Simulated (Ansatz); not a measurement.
# CH2Al (sextet): correlated methods under varied settings

What do other methods and options give for CH2Al (sextet) at this geometry, and how long do they take?

Method: the settings change from run to run; program: Ansatz 0.2.0, Gaussian basis.

30 further runs of the same task are left out: 2 for a known fault of the program, 13 that didn't finish, 15 set aside as unsound or not needed.

### Step 1. What is computed

The geometry is a PBE0/def2-TZVP stationary point (not a proven minimum) of the parent state, kept for this charge and spin.

4 atoms, charge 0, spin multiplicity 6.

Atoms are counted from 1 here; the program's logs count them from 0.

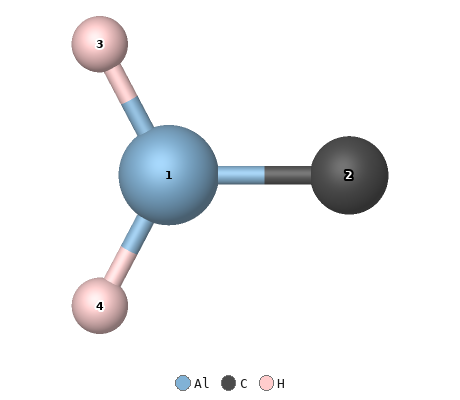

The structure; aluminium light blue, carbon dark grey, hydrogen pink; atoms are numbered from 1 in the order of the file.

### Step 2. MP2 on ROHF/cc-pVDZ

The input, in.yaml:

```yaml
crystal:
  periodic: [false, false, false]
  atoms:
    - {symbol: Al, position_ang: [0.000000, 0.000000, 0.527635]}
    - {symbol: C, position_ang: [0.000000, 0.000000, -1.397228]}
    - {symbol: H, position_ang: [0.000000, 1.398998, 1.262610]}
    - {symbol: H, position_ang: [0.000000, -1.398998, 1.262610]}
basis:
  gaussian: {orbitals: cc-pVDZ}
magnetization: {spin_polarized: false, initial_magnetization: 5}
correlation: {method: mp2, electrons: outside_noble_gas}
```

Launch:

```sh
ansatz run in.yaml --threads 1 --pin off --events-out ev --progress --plain --max-ram 2393MiB
```

Standard output:

```text
Functional definition: HF
  name "HF"
  cite "Fock, Z. Phys. 61, 126 (1930) doi:10.1007/BF01340294"
  parent pbe
  exchange = exact_x
  correlation = 0
399 factors; integrals over basis functions are off by at most 9.0e-4 eV
mean field evaluation 1: about -7633.5343 eV, gradient 1.1e1 eV
mean field evaluation 2: about -7633.5384 eV, gradient 1.1e1 eV
mean field evaluation 4: about -7634.9542 eV, gradient 1.9e0 eV
mean field evaluation 8: about -7635.0370 eV, gradient 7.9e-2 eV
mean field evaluation 16: about -7635.0371 eV, gradient 1.1e-4 eV
mean field evaluation 32: about -7635.3146 eV, gradient 1.2e-6 eV
mean field -7635.31460434 eV, -280.5926363074 hartree, gradient 1.1e-6 eV, S^2 8.750000; 5 other end points of the search recorded, 0 dependent functions left out
mean field evaluation 64: about -7635.3602 eV, gradient 5.8e-1 eV
6 core orbitals not correlated: weight in the atoms' cores, before any rotation towards them, 1.000 or more for the frozen orbitals, at most 0.000 for the correlated occupied ones
reference -7635.31460434 eV, -280.5926363074 hartree; 7, 2 occupied and 29, 34 virtual orbitals, 399 factors
second order -3.02165800 eV of doubles, -0.04895573 eV of singles
Total energy: -7638.38521806 eV, -280.7054792803 hartree
```

Run time: 3.9 s. Hardware: 1 thread of Intel Xeon at 2.50GHz, shared host.

### Step 3. CASSCF(9,8)/cc-pVDZ

in.yaml, as its differences from that of step 2:

```diff
@@ -10,2 +10,4 @@
 magnetization: {spin_polarized: false, initial_magnetization: 5}
-correlation: {method: mp2, electrons: outside_noble_gas}
+correlation: {active_space: {window: {electrons: 9, orbitals: 8}}}
+accuracy: high
+output: {forces: true}
```

The command is unchanged.

Standard output, shortened:

```text
Functional definition: HF
  name "HF"
  cite "Fock, Z. Phys. 61, 126 (1930) doi:10.1007/BF01340294"
  parent pbe
[...]
894 factors; integrals over basis functions are off by at most 3.3e-9 eV
[...]
mean field -7635.31471613 eV, -280.5926404155 hartree, gradient 1.5e-8 eV, S^2 8.750000; 5 other end points of the search recorded, 0 dependent functions left out
reference -7635.31471613 eV, -280.5926404155 hartree; 13, 8 occupied and 29, 34 virtual orbitals, 894 factors
state -7636.00285740 eV, -280.6179291409 hartree
[...]
Total energy: -7636.00285740 eV, -280.6179291409 hartree
Atom 0 at     0.000000     0.000000     0.527635 Å, force    -0.000000     0.000000    -1.491436 eV/Å
Atom 1 at     0.000000     0.000000    -1.397228 Å, force     0.000000    -0.000000    -1.107668 eV/Å
Atom 2 at     0.000000     1.398998     1.262610 Å, force     0.000000     1.000300     1.299552 eV/Å
Atom 3 at     0.000000    -1.398998     1.262610 Å, force     0.000000    -1.000300     1.299552 eV/Å
Dipole moment:     0.000000    -0.000000     0.414556 e Å
```

It took 8 s on 1 thread of Intel Xeon at 2.50GHz, shared host.

From the report: 224 determinants; active occupations 2.00, 1.93, 1.01, 1.00, 1.00, 1.00, 1.00, 0.07.

### Step 4. CCSDT on ROHF/def2-mTZVP

in.yaml, as its differences from that of step 3:

```diff
@@ -8,6 +8,4 @@
 basis:
-  gaussian: {orbitals: cc-pVDZ}
+  gaussian: {orbitals: def2-mTZVP}
 magnetization: {spin_polarized: false, initial_magnetization: 5}
-correlation: {active_space: {window: {electrons: 9, orbitals: 8}}}
-accuracy: high
-output: {forces: true}
+correlation: {method: ccsdt, electrons: outside_noble_gas}
```

The command is unchanged.

Standard output, shortened:

```text
Functional definition: HF
  name "HF"
  cite "Fock, Z. Phys. 61, 126 (1930) doi:10.1007/BF01340294"
  parent pbe
[...]
797 factors; integrals over basis functions are off by at most 2.5e-7 eV
[...]
mean field -7635.43769638 eV, -280.5971598565 hartree, gradient 2.2e-6 eV, S^2 8.750000; 9 other end points of the search recorded, 0 dependent functions left out
[...]
determinant -7635.43769638 eV, -280.5971598565 hartree, with singles and doubles -7639.26086881 eV, -280.7376588517 hartree
determinant -7635.23328679 eV, -280.5896479427 hartree, with singles and doubles -7639.30085572 eV, -280.7391283435 hartree
determinant -7633.76252314 eV, -280.5355983751 hartree, with singles and doubles -7637.74662385 eV, -280.6820113759 hartree
determinant -7633.75626159 eV, -280.5353682675 hartree, with singles and doubles -7637.75539358 eV, -280.6823336577 hartree
determinant -7633.57356927 eV, -280.5286544485 hartree, with singles and doubles -7637.70580859 eV, -280.6805114426 hartree
determinant -7635.43769638 eV, -280.5971598565 hartree, with singles and doubles -7639.27186964 eV, -280.7380631247 hartree
determinant -7635.23328679 eV, -280.5896479427 hartree, with singles and doubles -7639.30171794 eV, -280.7391600295 hartree
[...]
6 core orbitals not correlated: weight in the atoms' cores, before any rotation towards them, 1.000 or more for the frozen orbitals, at most 0.000 for the correlated occupied ones
reference -7635.23328679 eV, -280.5896479427 hartree; 7, 2 occupied and 34, 39 virtual orbitals, 797 factors
second order -3.02263342 eV of doubles, -0.14770410 eV of singles
cycle   1  -3.57521192 eV  change   -7.5e-1 eV  update   7.9e-2
[...]
cycle  18  -4.20108908 eV  change   -1.1e-7 eV  update   2.0e-7
WARN: these amplitudes may be one of several solutions (largest doubles amplitude 0.13, level shift 3.56 eV)
Total energy: -7639.43437587 eV, -280.7440351186 hartree
```

Run time: 37 s. Hardware: 1 thread of Intel Xeon at 2.50GHz, shared host.

From the report: correlation -4.2011 eV; T1 0.027; largest double amplitude 0.13. The report flags that the cluster equations may have other roots.

### Step 5. HF/6-31G

in.yaml, as its differences from that of step 4:

```diff
@@ -8,4 +8,5 @@
 basis:
-  gaussian: {orbitals: def2-mTZVP}
+  gaussian: {orbitals: 6-31G}
 magnetization: {spin_polarized: false, initial_magnetization: 5}
-correlation: {method: ccsdt, electrons: outside_noble_gas}
+hamiltonian: {xc: hf, pseudopotentials: {relativity: scalar}}
+output: {orbitals: {seedname: orbitals}}
```

Launched as before.

Standard output:

```text
Functional definition: HF
  name "HF"
  cite "Fock, Z. Phys. 61, 126 (1930) doi:10.1007/BF01340294"
  parent pbe
  exchange = exact_x
  correlation = 0
329 factors; integrals over basis functions are off by at most 1.5e-4 eV
mean field evaluation 1: about -7643.1877 eV, gradient 1.1e1 eV
mean field evaluation 2: about -7643.1935 eV, gradient 1.1e1 eV
mean field evaluation 4: about -7644.7575 eV, gradient 1.8e0 eV
mean field evaluation 8: about -7644.8257 eV, gradient 9.0e-4 eV
mean field evaluation 16: about -7645.0024 eV, gradient 1.5e-2 eV
mean field evaluation 32: about -7640.4313 eV, gradient 1.3e1 eV
mean field evaluation 64: about -7644.8121 eV, gradient 2.0e-1 eV
mean field -7645.00190329 eV, -280.9486379774 hartree, gradient 1.9e-5 eV, S^2 8.750000; 4 other end points of the search recorded, 0 dependent functions left out
reference -7645.00190329 eV, -280.9486379774 hartree; 13, 8 occupied and 13, 18 virtual orbitals, 329 factors
Total energy: -7645.00190329 eV, -280.9486379774 hartree
Relativity: scalar
```

It took 1.3 s on 1 thread of Intel Xeon at 2.50GHz, shared host.

### Step 6. CISD/cc-pVDZ

in.yaml, as its differences from that of step 5:

```diff
@@ -8,5 +8,6 @@
 basis:
-  gaussian: {orbitals: 6-31G}
+  gaussian: {orbitals: cc-pVDZ}
 magnetization: {spin_polarized: false, initial_magnetization: 5}
-hamiltonian: {xc: hf, pseudopotentials: {relativity: scalar}}
-output: {orbitals: {seedname: orbitals}}
+correlation: {active_space: {ras: {orbitals: [2, 5, 29], electrons: 9, max_holes: 2, max_particles: 2}, fixed_orbitals: true}}
+accuracy: high
+output: {forces: true}
```

Launched as before.

Standard output, shortened:

```text
Functional definition: HF
  name "HF"
  cite "Fock, Z. Phys. 61, 126 (1930) doi:10.1007/BF01340294"
  parent pbe
[...]
894 factors; integrals over basis functions are off by at most 3.3e-9 eV
[...]
mean field -7635.31471613 eV, -280.5926404155 hartree, gradient 1.5e-8 eV, S^2 8.750000; 5 other end points of the search recorded, 0 dependent functions left out
reference -7635.31471613 eV, -280.5926404155 hartree; 13, 8 occupied and 29, 34 virtual orbitals, 894 factors
state -7639.27530219 eV, -280.7381892689 hartree
[...]
WARN: the results are in doubt because the forces break the atoms' symmetry
Total energy: -7639.27530219 eV, -280.7381892689 hartree
Atom 0 at     0.000000     0.000000     0.527635 Å, force     0.000000     1.136624    -1.061779 eV/Å
Atom 1 at     0.000000     0.000000    -1.397228 Å, force    -0.000000    -0.168215    -1.395815 eV/Å
Atom 2 at     0.000000     1.398998     1.262610 Å, force    -0.000000     0.258871     1.090139 eV/Å
Atom 3 at     0.000000    -1.398998     1.262610 Å, force     0.000000    -1.227279     1.367455 eV/Å
Dipole moment:    -0.000000    -0.168077     0.446702 e Å
In doubt: the forces break the atoms' symmetry
```

It took 22 s on 1 thread of Intel Xeon at 2.50GHz, shared host.

From the report: 84,586 determinants. The program marks this result as in doubt; its last lines say why.

### Step 7. CCSD on UHF/cc-pVDZ

The input, in.yaml:

```yaml
crystal:
  periodic: [false, false, false]
  atoms:
    - {symbol: Al, position_ang: [0.000000, 0.000000, 0.527635]}
    - {symbol: C, position_ang: [0.000000, 0.000000, -1.397228]}
    - {symbol: H, position_ang: [0.000000, 1.398998, 1.262610]}
    - {symbol: H, position_ang: [0.000000, -1.398998, 1.262610]}
basis:
  gaussian: {orbitals: cc-pVDZ}
magnetization: {spin_polarized: true, initial_magnetization: 5}
correlation: {method: ccsd, electrons: valence}
```

Launched as before.

Standard output, shortened:

```text
Functional definition: HF
  name "HF"
  cite "Fock, Z. Phys. 61, 126 (1930) doi:10.1007/BF01340294"
  parent pbe
[...]
399 factors; integrals over basis functions are off by at most 9.0e-4 eV
[...]
mean field -7635.38852094 eV, -280.5953526925 hartree, gradient 1.3e-6 eV, S^2 8.758648; 11 other end points of the search recorded, 0 dependent functions left out
determinant -7635.38852094 eV, -280.5953526925 hartree, with singles and doubles -7639.47957179 eV, -280.7456960382 hartree
determinant -7635.33343570 eV, -280.5933283472 hartree, with singles and doubles -7639.53556068 eV, -280.7477535920 hartree
determinant -7633.64553359 eV, -280.5312990885 hartree, with singles and doubles -7637.78699848 eV, -280.6834951161 hartree
determinant -7633.59473159 eV, -280.5294321497 hartree, with singles and doubles -7637.98573251 eV, -280.6907984572 hartree
determinant -7632.67353558 eV, -280.4955788205 hartree, with singles and doubles -7636.82841753 eV, -280.6482679161 hartree
determinant -7632.61453959 eV, -280.4934107578 hartree, with singles and doubles -7636.90838148 eV, -280.6512065370 hartree
determinant -7635.38852094 eV, -280.5953526925 hartree, with singles and doubles -7639.49699083 eV, -280.7463361760 hartree
determinant -7635.33343570 eV, -280.5933283472 hartree, with singles and doubles -7639.53592825 eV, -280.7477670999 hartree
6 core orbitals not correlated: weight in the atoms' cores, before any rotation towards them, 1.000 or more for the frozen orbitals, at most 0.000 for the correlated occupied ones
reference -7635.33343570 eV, -280.5933283472 hartree; 7, 2 occupied and 29, 34 virtual orbitals, 399 factors
second order -3.19209094 eV of doubles, -0.00000000 eV of singles
cycle   1  -3.78402219 eV  change   -7.1e-1 eV  update   7.7e-2
[...]
cycle  11  -4.20249238 eV  change   -2.7e-6 eV  update   4.3e-6
WARN: these amplitudes may be one of several solutions (largest doubles amplitude 0.12, level shift 0.97 eV)
Total energy: -7639.53592809 eV, -280.7477670938 hartree
```

It took 10 s on 1 thread of Intel Xeon at 2.50GHz, shared host.

From the report: ⟨S²⟩ of the determinant 8.801 (pure sextet: 8.75); correlation -4.2025 eV; T1 0.026; largest double amplitude 0.12. The report flags that the cluster equations may have other roots.

### Step 8. BCCD on ROHF/STO-3G

in.yaml, as its differences from that of step 7:

```diff
@@ -8,4 +8,6 @@
 basis:
-  gaussian: {orbitals: cc-pVDZ}
-magnetization: {spin_polarized: true, initial_magnetization: 5}
-correlation: {method: ccsd, electrons: valence}
+  gaussian: {orbitals: STO-3G}
+magnetization: {spin_polarized: false, initial_magnetization: 5}
+correlation: {method: bccd, electrons: valence}
+scf: {lower_state_search: full}
+output: {forces: true}
```

Launched as before.

Standard output, shortened:

```text
Functional definition: HF
  name "HF"
  cite "Fock, Z. Phys. 61, 126 (1930) doi:10.1007/BF01340294"
  parent pbe
[...]
182 factors; integrals over basis functions are off by at most 2.7e-5 eV
[...]
mean field -7540.00175372 eV, -277.0899536523 hartree, gradient 1.5e-6 eV, S^2 8.750000; 19 other end points of the search recorded, 0 dependent functions left out
[...]
determinant -7540.00175372 eV, -277.0899536523 hartree, with singles and doubles -7541.58031149 eV, -277.1479645807 hartree
determinant -7539.81827892 eV, -277.0832110778 hartree, with singles and doubles -7541.63545412 eV, -277.1499910349 hartree
determinant -7538.83628889 eV, -277.0471236099 hartree, with singles and doubles -7540.70641694 eV, -277.1158495481 hartree
determinant -7538.83194671 eV, -277.0469640377 hartree, with singles and doubles -7540.66903504 eV, -277.1144757885 hartree
[...]
6 core orbitals not correlated: weight in the atoms' cores, before any rotation towards them, 0.999 or more for the frozen orbitals, at most 0.000 for the correlated occupied ones
reference -7539.81827892 eV, -277.0832110778 hartree; 7, 2 occupied and 3, 8 virtual orbitals, 182 factors
second order -0.94792929 eV of doubles, -0.11127579 eV of singles
cycle   1  -1.82655373 eV  change   -4.6e-3 eV  update   4.0e-3
[...]
cycle  11  -1.82366643 eV  change    1.2e-7 eV  update   2.9e-7
WARN: these amplitudes may be one of several solutions (largest doubles amplitude 0.15, level shift 3.56 eV)
[...]
Total energy: -7541.64194535 eV, -277.1502295831 hartree
Atom 0 at     0.000000     0.000000     0.527635 Å, force    -0.000000     0.000000    -1.505387 eV/Å
Atom 1 at     0.000000     0.000000    -1.397228 Å, force     0.000000    -0.000000    -0.670108 eV/Å
Atom 2 at     0.000000     1.398998     1.262610 Å, force     0.000000    -0.041063     1.087747 eV/Å
Atom 3 at     0.000000    -1.398998     1.262610 Å, force     0.000000     0.041063     1.087747 eV/Å
Dipole moment:     0.000000    -0.000000     0.525132 e Å
```

Run time: 3.3 s. Hardware: 1 thread of Intel Xeon at 2.50GHz, shared host.

From the report: correlation -1.8237 eV; largest double amplitude 0.15. The report flags that the cluster equations may have other roots.

### Step 9. BCCD/cc-pVDZ

in.yaml, as its differences from that of step 8:

```diff
@@ -8,5 +8,6 @@
 basis:
-  gaussian: {orbitals: STO-3G}
+  gaussian: {orbitals: cc-pVDZ}
 magnetization: {spin_polarized: false, initial_magnetization: 5}
-correlation: {method: bccd, electrons: valence}
+hamiltonian: {xc: {name: r2SCAN}}
+correlation: {method: bccd, electrons: outside_noble_gas}
 scf: {lower_state_search: full}
```

The command is unchanged.

Standard output, shortened:

```text
Functional definition: r2SCAN
  name "r2SCAN"
  cite "Furness, Kaplan, Ning, Perdew & Sun, J. Phys. Chem. Lett. 11, 8208 (2020) doi:10.1021/acs.jpclett.0c02405"
  cite "Furness, Kaplan, Ning, Perdew & Sun, J. Phys. Chem. Lett. 11, 9248 (2020) doi:10.1021/acs.jpclett.0c03077"
  parent r2scan
[...]
399 factors; integrals over basis functions are off by at most 9.0e-4 eV
[...]
mean field -7653.69009281 eV, -281.2679230533 hartree, gradient 5.5e-6 eV, S^2 8.750000; 8 other end points of the search recorded, 0 dependent functions left out
[...]
6 core orbitals not correlated: weight in the atoms' cores, before any rotation towards them, 1.000 or more for the frozen orbitals, at most 0.000 for the correlated occupied ones
reference -7634.87326502 eV, -280.5764173864 hartree; 7, 2 occupied and 29, 34 virtual orbitals, 399 factors
second order -3.50897366 eV of doubles, -0.24060422 eV of singles
cycle   1  -4.15224360 eV  change   -8.8e-1 eV  update   7.8e-2
[...]
cycle  15  -4.61335059 eV  change   -9.9e-9 eV  update   1.6e-7
WARN: these amplitudes may be one of several solutions (largest doubles amplitude 0.12, level shift 3.78 eV)
[...]
Total energy: -7639.48661561 eV, -280.7459548937 hartree
Atom 0 at     0.000000     0.000000     0.527635 Å, force    -0.000000    -0.000000    -1.023490 eV/Å
Atom 1 at     0.000000     0.000000    -1.397228 Å, force     0.000000    -0.000000    -1.416987 eV/Å
Atom 2 at     0.000000     1.398998     1.262610 Å, force     0.000000     0.798847     1.220238 eV/Å
Atom 3 at     0.000000    -1.398998     1.262610 Å, force    -0.000000    -0.798847     1.220238 eV/Å
Dipole moment:     0.000000     0.000000     0.446564 e Å
```

Run time: 25 s. Hardware: 1 thread of Intel Xeon at 2.50GHz, shared host.

From the report: correlation -4.6134 eV; largest double amplitude 0.12. The report flags that the cluster equations may have other roots.

### Step 10. CCSD on ROHF/def2-mTZVP

in.yaml, as its differences from that of step 9:

```diff
@@ -8,7 +8,6 @@
 basis:
-  gaussian: {orbitals: cc-pVDZ}
+  gaussian: {orbitals: def2-mTZVP}
 magnetization: {spin_polarized: false, initial_magnetization: 5}
-hamiltonian: {xc: {name: r2SCAN}}
-correlation: {method: bccd, electrons: outside_noble_gas}
-scf: {lower_state_search: full}
+correlation: {method: ccsd, electrons: valence}
+accuracy: high
 output: {forces: true}
```

Same command.

Standard output, shortened:

```text
Functional definition: HF
  name "HF"
  cite "Fock, Z. Phys. 61, 126 (1930) doi:10.1007/BF01340294"
  parent pbe
[...]
906 factors; integrals over basis functions are off by at most 3.7e-9 eV
[...]
mean field -7635.43769644 eV, -280.5971598585 hartree, gradient 2.1e-8 eV, S^2 8.750000; 9 other end points of the search recorded, 0 dependent functions left out
[...]
determinant -7635.43769644 eV, -280.5971598585 hartree, with singles and doubles -7639.26086795 eV, -280.7376588203 hartree
determinant -7635.23328684 eV, -280.5896479445 hartree, with singles and doubles -7639.30085603 eV, -280.7391283548 hartree
determinant -7633.76252323 eV, -280.5355983786 hartree, with singles and doubles -7637.74662566 eV, -280.6820114423 hartree
determinant -7633.75626168 eV, -280.5353682710 hartree, with singles and doubles -7637.75539470 eV, -280.6823336985 hartree
[...]
6 core orbitals not correlated: weight in the atoms' cores, before any rotation towards them, 1.000 or more for the frozen orbitals, at most 0.000 for the correlated occupied ones
reference -7635.23328684 eV, -280.5896479445 hartree; 7, 2 occupied and 34, 39 virtual orbitals, 906 factors
second order -3.02263340 eV of doubles, -0.14770410 eV of singles
cycle   1  -3.57521189 eV  change   -7.5e-1 eV  update   7.6e-2
[...]
cycle  26  -4.06843312 eV  change   1.2e-10 eV  update  3.1e-10
WARN: these amplitudes may be one of several solutions (largest doubles amplitude 0.13, level shift 3.56 eV)
[...]
Total energy: -7639.30171997 eV, -280.7391601042 hartree
Atom 0 at     0.000000     0.000000     0.527635 Å, force    -0.000000     0.000000    -1.581334 eV/Å
Atom 1 at     0.000000     0.000000    -1.397228 Å, force     0.000000    -0.000000    -0.904112 eV/Å
Atom 2 at     0.000000     1.398998     1.262610 Å, force     0.000000     0.902665     1.242723 eV/Å
Atom 3 at     0.000000    -1.398998     1.262610 Å, force     0.000000    -0.902665     1.242723 eV/Å
Dipole moment:     0.000000    -0.000000     0.506124 e Å
```

Wall time 29 s (1 thread of Intel Xeon at 2.50GHz, shared host).

From the report: correlation -4.0684 eV; T1 0.026; largest double amplitude 0.13. The report flags that the cluster equations may have other roots.

### Step 11. The runs in one table

 † marks a result that the program doubts.

```tsv
level	correlated	functions	energy (eV)	time
MP2 on ROHF/cc-pVDZ	outside noble gas	42	-7638.3852	3.9 s
CASSCF(9,8)/cc-pVDZ		42	-7636.0029	8 s
CCSDT on ROHF/def2-mTZVP †	outside noble gas	47	-7639.4344	37 s
HF/6-31G (relativity set)		26	-7645.0019	1.3 s
CISD/cc-pVDZ †	outside noble gas	42	-7639.2753	22 s
CCSD on UHF/cc-pVDZ †	valence	42	-7639.5359	10 s
BCCD on ROHF/STO-3G †	valence	16	-7541.6419	3.3 s
BCCD/cc-pVDZ (on r2SCAN orbitals) †	outside noble gas	42	-7639.4866	25 s
CCSD on ROHF/def2-mTZVP †	valence	47	-7639.3017	29 s
```

### Step 12. Outcome

| quantity | value |
| --- | --- |
| runs | 9 |
| quickest | HF/6-31G (relativity set), 1.3 s |
| slowest | CCSDT on ROHF/def2-mTZVP †, 37 s |

Total energies in different bases, with other cores or another treatment of relativity can't be set against each other. CCSDT on ROHF/def2-mTZVP † took 28 times as long as HF/6-31G (relativity set); the jobs differ in more than the method.
